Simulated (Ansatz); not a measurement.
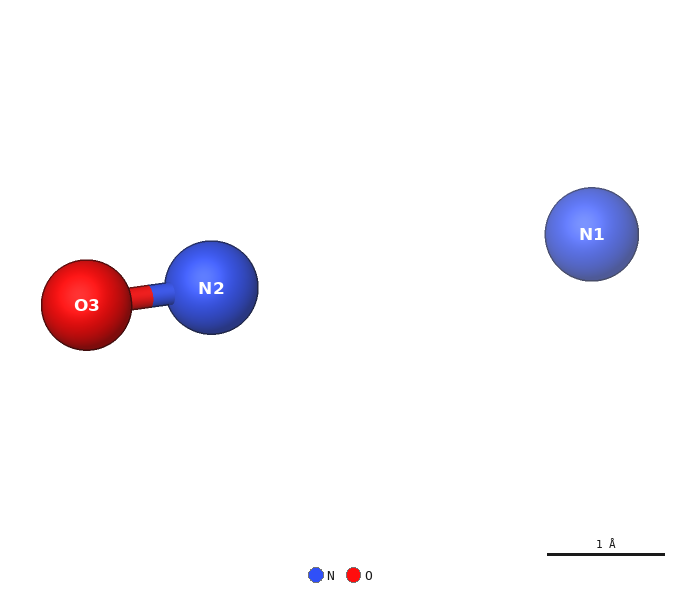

Source: calculation with Ansatz.

Orthographic view. Atoms fade into the background with distance from the viewer. Geometry: a fixed input geometry, not necessarily a minimum.

List all interatomic distances (Å) as a matrix.

| atom | N1 | N2 | O3 |
| --- | --- | --- | --- |
| N1 | 0.00 |  |  |
| N2 | 3.61 | 0.00 |  |
| O3 | 4.79 | 1.18 | 0.00 |
